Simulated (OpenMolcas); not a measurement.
**PH3O: energy and gradient calculation**

- system: PH3O, SMILES OP
- method: B3LYP/6-31G*, RKS (OpenMolcas 26.06)

The geometry comes from this level: GFN2-xTB.

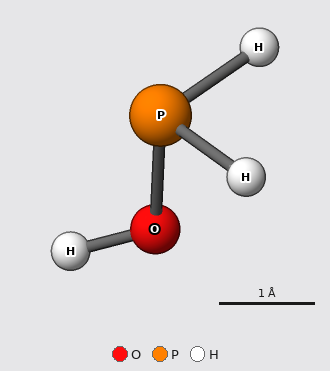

Figure 1. The input geometry (ball-and-stick view, seen at a tilt). Bond lengths as drawn: H–O 0.96 Å, H–P 1.40 Å and O–P 1.64 Å.

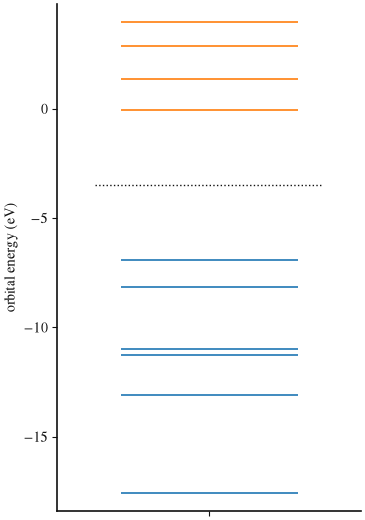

Figure 2. Orbital energies near the frontier; the dotted line parts filled from empty levels, and levels within 0.02 eV of each other stand side by side. Highest filled −6.93 eV, lowest empty −0.06 eV, 6.87 eV apart.

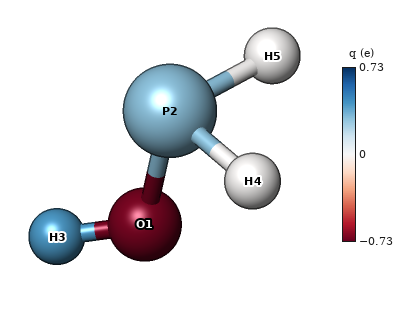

Figure 3. Mulliken charges, as the colour of each atom (ball-and-stick view, seen at a tilt; atoms are numbered from 1 in the order of the input). By element: O −0.69, P +0.30 and H −0.01 to +0.42 e.

The input and output of the run follow.

**Input file**
```
>>> EXPORT MOLCAS_PRINT=2

&gateway
 baslib=$CurrDir
 coord
 5
 bohr
 O      0.61778926    -1.01759862     1.44471452
 P      0.14280660     0.44482263    -1.25678126
 H      2.08536947    -2.07849087     1.43626744
 H     -2.43300349    -0.15414496    -1.44040594
 H     -0.41296185     2.80541182    -0.18379476
 basis=6-31Gs
 group=NoSym

&seward
 gridinput
 Grid=UltraFine
 End of Grid

&scf
 ksdft=B3LYP
 thresholds=1e-10 1e-07 1e-07 1e-05
 prorbitals=1 1

&alaska
```

Command:
```bash
export MOLCAS_MEM=1860
pymolcas calc.input > calc.log
```

**Output**
```
--- Start Module: gateway ---

                                              &GATEWAY

                       available to each process: 1.9 GB of memory, 1 thread

 Basis Set     1 Label: O.6-31GS
 Basis set is read from library:.
 basistype.tbl is not found

 Basis Set     2 Label: P.6-31GS
 Basis set is read from library:.
 basistype.tbl is not found

 Basis Set     3 Label: H.6-31GS
 Basis set is read from library:.
 basistype.tbl is not found

++    Symmetry information:
      ---------------------

                    Character Table for C1

                             E
                    a        1  x, y, xy, Rz, z, xz, Ry, yz, Rx, I
--

++    Basis set information:
      ----------------------

      Basis set label: O.6-31GS.........

      Electronic valence basis set:
      ------------------
      Associated Effective Charge   8.000000 au
      Associated Actual Charge      8.000000 au
      Nuclear Model: Point charge

      Shell  nPrim  nBasis  Cartesian Spherical Contaminant
         s      10       3        X
         p       4       2        X
         d       1       1        X

      Basis set label: P.6-31GS.........

      Electronic valence basis set:
      ------------------
      Associated Effective Charge  15.000000 au
      Associated Actual Charge     15.000000 au
      Nuclear Model: Point charge

      Shell  nPrim  nBasis  Cartesian Spherical Contaminant
         s      16       4        X
         p      10       3        X
         d       1       1        X

      Basis set label: H.6-31GS.........

      Electronic valence basis set:
      ------------------
      Associated Effective Charge   1.000000 au
      Associated Actual Charge      1.000000 au
      Nuclear Model: Point charge

      Shell  nPrim  nBasis  Cartesian Spherical Contaminant
         s       4       2        X
--

++    Molecular structure info:
      -------------------------

                    ************************************************
                    **** Cartesian Coordinates / bohr, angstrom ****
                    ************************************************

     Center  Label                x              y              z                     x              y              z
        1      O1               0.617789      -1.017599       1.444715              0.326920      -0.538490       0.764510
        2      P2               0.142807       0.444823      -1.256781              0.075570       0.235390      -0.665060
        3      H3               2.085369      -2.078491       1.436267              1.103530      -1.099890       0.760040
        4      H4              -2.433003      -0.154145      -1.440406             -1.287490      -0.081570      -0.762230
        5      H5              -0.412962       2.805412      -0.183795             -0.218530       1.484560      -0.097260

                    ***************************************
                    *    InterNuclear Distances / bohr    *
                    ***************************************

               1 O1            2 P2            3 H3            4 H4            5 H5
    1 O1       0.000000
    2 P2       3.108434        0.000000
    3 H3       1.810899        4.170512        0.000000
    4 H4       4.286818        2.650901        5.691577        0.000000
    5 H5       4.281343        2.651897        5.720032        3.797185        0.000000

                    *******************************************
                    *    InterNuclear Distances / angstrom    *
                    *******************************************

               1 O1            2 P2            3 H3            4 H4            5 H5
    1 O1       0.000000
    2 P2       1.644913        0.000000
    3 H3       0.958287        2.206940        0.000000
    4 H4       2.268486        1.402797        3.011853        0.000000
    5 H5       2.265589        1.403324        3.026911        2.009384        0.000000

                    **************************************
                    *    Valence Bond Angles / degree    *
                    **************************************
                          Atom centers                 Phi
                      4 H4       2 P2       5 H5        91.46
--

            Nuclear Potential Energy             62.28243367 au

--- Stop Module: gateway /rc=_RC_ALL_IS_WELL_ ---

--- Start Module: seward ---

                                              &SEWARD

                       available to each process: 1.9 GB of memory, 1 thread

               SEWARD will generate:
                  Multipole Moment integrals up to order  2
                  Kinetic Energy integrals
                  Nuclear Attraction integrals (point charge)
                  One-Electron Hamiltonian integrals
                  Velocity integrals
                  Orbital angular momentum around (  0.2708  -0.0384  -0.3202 )
                  Velocity quadrupole around (  0.2708  -0.0384  -0.3202 )
                  Two-Electron Repulsion integrals

                   Integrals are discarded if absolute value <: 1.00E-14
                   Integral cutoff threshold is set to       <: 1.00E-16

            Nuclear Potential Energy             62.28243367 au

      Basis set specifications :
      Symmetry species         a
      Basis functions           40

--- Stop Module: seward /rc=_RC_ALL_IS_WELL_ ---

--- Start Module: scf ---

                                                &SCF

                       available to each process: 1.9 GB of memory, 1 thread

 ###############################################################################
 ###     Minimized-density-differences option turned off!                    ###
 ###############################################################################
++    Input section:
      --------------

      Header of the integral files:

      Cartesian coordinates in angstrom:
      -----------------------------------------------------
      No.  Label        X            Y            Z
      -----------------------------------------------------
       1   O1         0.32692000  -0.53849000   0.76451000
       2   P2         0.07557000   0.23539000  -0.66506000
       3   H3         1.10353000  -1.09989000   0.76004000
       4   H4        -1.28749000  -0.08157000  -0.76223000
       5   H5        -0.21853000   1.48456000  -0.09726000
      -----------------------------------------------------
      Nuclear repulsion energy =   62.28243367
--

++    Orbital specifications:
      -----------------------

      Symmetry species               1
                                     a
      Frozen orbitals                0
      Occupied orbitals             13
      Secondary orbitals            27
      Deleted orbitals               0
      Total number of orbitals      40
      Number of basis functions     40
--

      Molecular charge                           0.000

      Numerical integration parameters
      --------------------------------
      Radial quadrature type:                         MHL
      Size of radial grid:                            99
      Lebedev angular grid:                           41
      Angular grid pruned with the crowding factor:  1.00E+10
                                 and fading factor:  1.00E+01
      Screening threshold for integral computation:   1.00E-11
      Radial quadrature accuracy:                     1.00E-25
      Maximum batch size:                             128
      AO values are stored on disk
      The same grid will be used for all iterations.

      DFT functional specifications
      -----------------------------
      Using Libxc version: 6.2.2
      Please cite the following reference:
      S. Lehtola, C. Steigemann, M. J.T. Oliveira, and M. A.L. Marques.,  SoftwareX 7, 1–5 (2018) doi:10.1016/j.softx.2017.11.002

      * B3LYP

++    Optimization specifications:
      ----------------------------

      SCF Algorithm: Conventional
      D(i)-D(i-1) density differences are used
      Number of density matrices in core                 5
      Maximum number of NDDO SCF iterations            400
      Maximum number of HF SCF iterations              400
      Threshold for SCF energy change             1.00E-10
      Threshold for density matrix                1.00E-07
      Threshold for Fock matrix                   1.00E-07
      Threshold for linear dependence             1.00E-09
      Threshold at which DIIS is turned on        1.50E-01
      Maximum depth in the DIIS procedure                5
      Maximum depth in the BFGS Hessian update          30
      Threshold at which QNR/C2DIIS is turned on  7.50E-02
      Threshold for Norm(delta) (QNR/C2DIIS)      1.00E-05
      All orbitals punched on: SCFORB
--

      Input vectors read from INPORB
      Orbital file label: *Guess orbitals

++ Convergence information
                                   B3LYP      iterations: Energy and convergence statistics

Iter     Tot. B3LYP      One-elec.       Two-elec.     Energy      Max Dij or  Max Fij      DNorm      TNorm      AccCon     Time
         Energy          Energy          Energy        Change      Delta Norm                                                in Sec.
   1  -418.067766998  -724.994747409   244.644546744   0.00E+00    3.13E-01*   2.51E-01*    6.65E+00   1.47E+02   None         1.
   2  -418.233271696  -728.740931975   248.225226611  -1.66E-01*   2.07E-01*   8.73E-02*    2.23E+00   1.48E+02   EDIIS        0.
   3  -418.233850572  -728.434167027   247.917882787  -5.79E-04*   4.38E-02*   4.85E-02*    1.46E+00   1.48E+02   EDIIS        0.
   4  -418.355991523  -726.857857682   246.219432491  -1.22E-01*   3.98E-02*   1.64E-02*    3.83E-01   1.48E+02   c2DIIS       0.
   5  -418.358556878  -728.347551560   247.706561014  -2.57E-03*   4.60E-02*   1.05E-02*    2.97E-01   1.48E+02   QNRc2DIIS    0.
   6  -418.358787849  -727.184568663   246.543347147  -2.31E-04*   2.26E-02*   1.16E-02*    2.62E-01   1.48E+02   QNRc2DIIS    0.
   7  -418.360101404  -727.750312955   247.107777884  -1.31E-03*   4.05E-03*   2.16E-03*    1.24E-01   1.48E+02   QNRc2DIIS    0.
   8  -418.360155943  -727.745894034   247.103304423  -5.45E-05*   2.89E-04*   1.04E-04*    1.83E-02   1.48E+02   QNRc2DIIS    0.
   9  -418.360156099  -727.745427392   247.102837626  -1.56E-07*   5.53E-05*   1.33E-05*    1.48E-03   1.48E+02   QNRc2DIIS    0.
  10  -418.360156102  -727.745189534   247.102599764  -3.24E-09*   1.54E-05*   1.04E-05*    4.22E-04   1.48E+02   QNRc2DIIS    0.
  11  -418.360156103  -727.745245896   247.102656125  -6.14E-10*   1.93E-06    9.31E-07*    7.74E-05   1.48E+02   QNRc2DIIS    0.
  12  -418.360156103  -727.745247706   247.102657936  -7.05E-12    3.84E-07    1.08E-07*    1.18E-05   1.48E+02   QNRc2DIIS    0.
  13  -418.360156103  -727.745248650   247.102658880   4.55E-13*   6.21E-08    2.55E-08     1.83E-06   1.48E+02   QNRc2DIIS    0.
  14  -418.360156103  -727.745248193   247.102658422   2.27E-13*   6.84E-09    1.37E-09     2.86E-07   1.48E+02   QNRc2DIIS    0.
  15  -418.360156103  -727.745248247   247.102658476  -7.96E-13    1.59E-09    4.73E-10     3.88E-08   1.48E+02   QNRc2DIIS    0.

       Convergence after  15 Iterations
--

 *****************************************************************************************************************************
 *                                             SCF/KS-DFT Program, Final results                                             *
 *                                                       Final Results                                                       *
 *****************************************************************************************************************************

::    Total KS-DFT energy                            -418.3601561030
      One-electron energy                            -727.7452482470
      Two-electron energy                             247.1026584764
      Nuclear repulsion energy                         62.2824336676
      Kinetic energy (interpolated)                   416.6386793374
      Virial theorem                                    1.0041318218
      Total spin, S(S+1)                                0.0000000000
      Total spin, S                                     0.0000000000
      Max non-diagonal density matrix element           0.0000000023
      Max non-diagonal Fock matrix element              0.0000000001

      All orbitals with orbital energies smaller than  E(LUMO)+0.5 are printed

++    Molecular orbitals:
      -------------------

      Title: RKS-DFT orbitals

      Molecular orbitals for symmetry species 1: a

          Orbital            1         2         3         4         5         6         7         8         9        10
          Energy          -77.1082  -19.1579   -6.5776   -4.7417   -4.7386   -4.7346   -1.0219   -0.6469   -0.4822   -0.4139
          Occ. No.          2.0000    2.0000    2.0000    2.0000    2.0000    2.0000    2.0000    2.0000    2.0000    2.0000

          Orbital           11        12        13        14        15        16        17        18        19        20
          Energy           -0.4047   -0.2994   -0.2548   -0.0024    0.0496    0.1051    0.1461    0.2774    0.2918    0.3691
          Occ. No.          2.0000    2.0000    2.0000    0.0000    0.0000    0.0000    0.0000    0.0000    0.0000    0.0000

          Orbital           21
          Energy            0.3696
          Occ. No.          0.0000

--

++    Molecular charges:
      ------------------

      Mulliken charges per centre and basis function type
      ---------------------------------------------------

                O1      P2      H3      H4      H5
      1s       3.8330  5.7491  0.5831  1.0105  1.0093
      2px      1.5893  3.1026  0.0000  0.0000  0.0000
      2pz      1.5841  2.9056  0.0000  0.0000  0.0000
      2py      1.6492  2.8094  0.0000  0.0000  0.0000
      d200     0.0126  0.0289  0.0000  0.0000  0.0000
      d110     0.0067  0.0136  0.0000  0.0000  0.0000
      d101     0.0027  0.0193  0.0000  0.0000  0.0000
      d020     0.0064  0.0280  0.0000  0.0000  0.0000
      d011     0.0035  0.0419  0.0000  0.0000  0.0000
      d002     0.0076  0.0039  0.0000  0.0000  0.0000
      Total    8.6950 14.7022  0.5831  1.0105  1.0093

      N-E     -0.6950  0.2978  0.4169 -0.0105 -0.0093

      Total electronic charge=   26.000000

      Total            charge=   -0.000000
--

++    Molecular properties:
      ---------------------

      Charge (e):
                      =   -0.0000
      Dipole Moment (debye):
      Origin of the operator (angstrom)=    0.1433   -0.0203   -0.1695
                   X=  6.5703E-01               Y= -3.8608E-01               Z= -2.7330E-01           Total=  8.0959E-01
      Quadrupole Moment (debye*angstrom):
      Origin of the operator (angstrom)=    0.1433   -0.0203   -0.1695
                  XX= -1.8437E+01              XY= -2.0389E+00              XZ=  2.4648E+00              YY= -1.7996E+01
                  YZ= -7.1002E-01              ZZ= -2.2231E+01
      In traceless form (debye*angstrom)
                  XX=  1.6770E+00              XY= -3.0584E+00              XZ=  3.6971E+00              YY=  2.3371E+00
                  YZ= -1.0650E+00              ZZ= -4.0141E+00
--

--- Stop Module: scf /rc=_RC_ALL_IS_WELL_ ---
--- Module scf spent 7 seconds ---

--- Start Module: alaska ---

                                              &ALASKA

                       available to each process: 1.9 GB of memory, 1 thread

                     Threshold for contributions to the gradient: 1.000E-07

                    ********************************************
                    * Symmetry Adapted Cartesian Displacements *
                    ********************************************

           Irreducible representation : a
           Basis function(s) of irrep: x, y, xy, Rz, z, xz, Ry, yz, Rx, I

 Basis Label        Type   Center Phase
   1   O1           x         1     1
   2   O1           y         1     1
   3   O1           z         1     1
   4   P2           x         2     1
   5   P2           y         2     1
   6   P2           z         2     1
   7   H3           x         3     1
   8   H3           y         3     1
   9   H3           z         3     1
  10   H4           x         4     1
  11   H4           y         4     1
  12   H4           z         4     1
  13   H5           x         5     1
  14   H5           y         5     1
  15   H5           z         5     1

                     No automatic utilization of translational and rotational invariance of the energy is employed.

 DFT contribution computed for a moving grid.

 Conventional ERI gradients!

 **************************************************
 *              Molecular gradients               *
 **************************************************

  Irreducible representation: a
 ------------------------------------------------------------------------------------------
                              X                       Y                       Z
 ------------------------------------------------------------------------------------------
  O1                4.35530926003902E-04    8.44596138144471E-03   -2.16731785965880E-02
  P2               -5.11153644029694E-03   -1.16345838003529E-03    1.06090999554738E-02
  H3               -7.62917736706381E-03    3.72616006225179E-03    3.86074085988897E-03
  H4                1.08394685903086E-02    8.84595334178284E-04    6.42997459409994E-03
  H5                1.46571429106501E-03   -1.18932583978397E-02    7.73363187083431E-04
 ------------------------------------------------------------------------------------------

--- Stop Module: alaska /rc=_RC_ALL_IS_WELL_ ---
--- Module alaska spent 1 second ---

.##################.
.# Happy landing! #.
.##################.

    Timing: Wall=10.07 User=8.23 System=1.78
```

**Results in brief**

```tsv
quantity	value
outcome	converged
total energy	−418.360156 hartree
basis functions	40
largest force	1.196 eV/Å
HOMO	−6.93 eV
LUMO	−0.06 eV
dipole moment	0.81 debye
hardware	1 thread of Arm Neoverse V1, 24 GiB of memory available, shared host
wall time	11 s
peak memory	0.37 GiB
```
